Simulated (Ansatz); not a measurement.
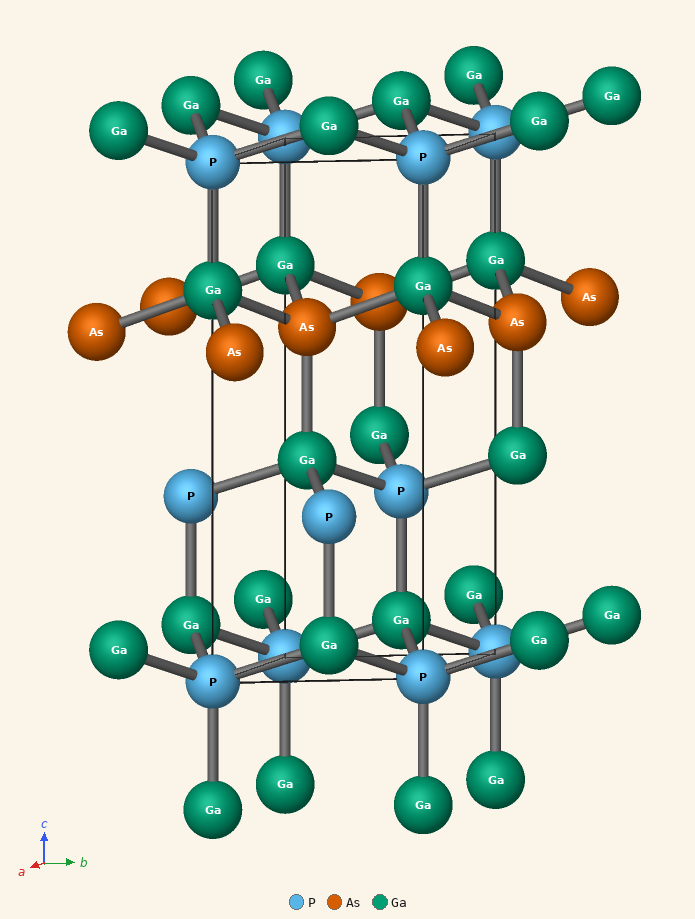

Crystal structure, ball-and-stick style, seen slightly off an axis. One conventional unit cell is framed, with atoms on its boundary repeated. Periodic images bonded to atoms of the box are shown as well.

Ga$_{3}$AsP$_{2}$, space group P3m1 (No. 156), a = 3.906 Å, b = 3.906 Å, c = 9.562 Å, α = 90.00°, β = 90.00°, γ = 120.00°. The initial geometry was a structure type filled with these elements by a generator (whether the compound takes this form wasn't checked). Earlier steps of the study may have refined or changed the cell and positions. Ansatz was used for an electronic-structure calculation on it.

This one geometry was computed with Ansatz (DFT, plane waves, PAW) at five levels of theory: r2SCAN, PBE0, PBE with spin-orbit coupling, HSE06 and PBE. It was relaxed beforehand with r2SCAN.

**Which level gives the highest pressure at this volume, and what does that say about its equilibrium volume?**

Highest: PBE with spin-orbit coupling (2.6 GPa) and PBE (2.6 GPa), which points to the largest equilibrium volume. Lowest, with the smallest volume: r2SCAN (0.0 GPa) and PBE0 (0.4 GPa). Levels within 0.5 GPa of each other can't be told apart.

**How does the band gap change with the level of theory?**

PBE with spin-orbit coupling: a gap of 1.14 eV, direct; PBE: a gap of 1.22 eV, direct; r2SCAN: a gap of 1.63 eV, indirect; HSE06: a gap of 2.06 eV, indirect; PBE0: a gap of 2.70 eV, indirect.

**Collect the results in a table.**

| level | cutoff (eV) | k-mesh of the run's cell | gap (eV) | pressure (GPa) |
| --- | --- | --- | --- | --- |
| r2SCAN | 500 | 12×12×4 | 1.63 | 0.0 |
| PBE0 | 420 | 6×6×2 | 2.70 | 0.4 |
| PBE with spin-orbit coupling | 420 | 12×12×4 | 1.14 | 2.6 |
| HSE06 | 420 | 6×6×2 | 2.06 | 0.6 |
| PBE | 420 | 12×12×4 | 1.22 | 2.6 |

Gaps are taken on the k-mesh or band path of each run.
